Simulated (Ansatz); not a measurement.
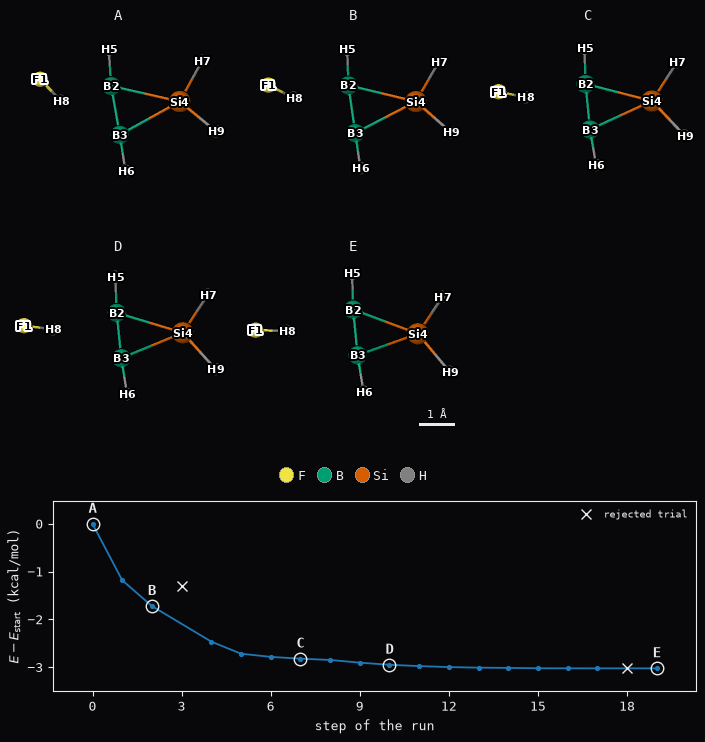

Frames of a relaxation of B₂SiH₅F, marked on the history of the run. Style: ball-and-stick. Shown at a tilt.

It is one of the separated reactants of a reaction.

Method: Ansatz, RKS PBE0-D4/def2-TZVP.

Input file:
```yaml
crystal:
  periodic: [false, false, false]
  atoms:
    - {symbol: F, position_ang: [-0.916168, 2.763685, 2.056811]}
    - {symbol: B, position_ang: [0.015336, 1.303163, 0.077792]}
    - {symbol: B, position_ang: [-1.046957, 0.254695, 0.310646]}
    - {symbol: Si, position_ang: [0.708089, -0.640699, -0.048265]}
    - {symbol: H, position_ang: [0.881198, 2.040642, -0.301371]}
    - {symbol: H, position_ang: [-1.837900, -0.552195, 0.717207]}
    - {symbol: H, position_ang: [2.052741, -0.416351, -0.670918]}
    - {symbol: H, position_ang: [-1.127904, 2.029255, 1.483291]}
    - {symbol: H, position_ang: [0.547100, -2.094516, 0.287014]}
basis:
  gaussian: {orbitals: def2-TZVP}
hamiltonian: {xc: pbe0, dispersion: d4}
relax: {f_tol: 0.005, max_steps: 200}
```

Command:
```bash
ansatz run in.yaml --threads 2 --pin off --events-out ev --progress --plain --max-ram 4352MiB
```

> Describe the path.

The energy falls by 3.02 kcal/mol in 17 accepted moves (19 points after the start). Largest force component: 0.55 eV/Å at the start, 0.0028 eV/Å at the end. The line search rejected the trial steps at points 3, 18 of the run. The forces were under the threshold at step 16, but the run went on from there. The atom that moves furthest after the best rigid fit is F1 (0.88 Å). Largest moves by element: F 0.88 Å, B 0.55 Å, H 0.55 Å, Si 0.19 Å. Some distances before and after: B2–Si4 2.067 → 2.014 Å, B2–B3 1.511 → 1.481 Å, B2–H5 1.199 → 1.179 Å, F1–H8 0.956 → 0.936 Å. Among the angles between lasting bonds that change: B2–B3–H6 169.0° → 176.5°, B3–B2–H5 169.6° → 176.5°, B3–Si4–H9 107.4° → 103.2°. The run took 61 s on 2 threads of Arm Neoverse V1 (shared host). From step 0 to 2: F1 moves most (0.29 Å), energy −1.72 kcal/mol. From step 2 to 7: F1 moves most (0.23 Å), energy −1.10 kcal/mol. From step 7 to 10: F1 moves most (0.23 Å), energy −0.13 kcal/mol. From step 10 to 19: F1 moves most (0.28 Å), energy −0.07 kcal/mol.
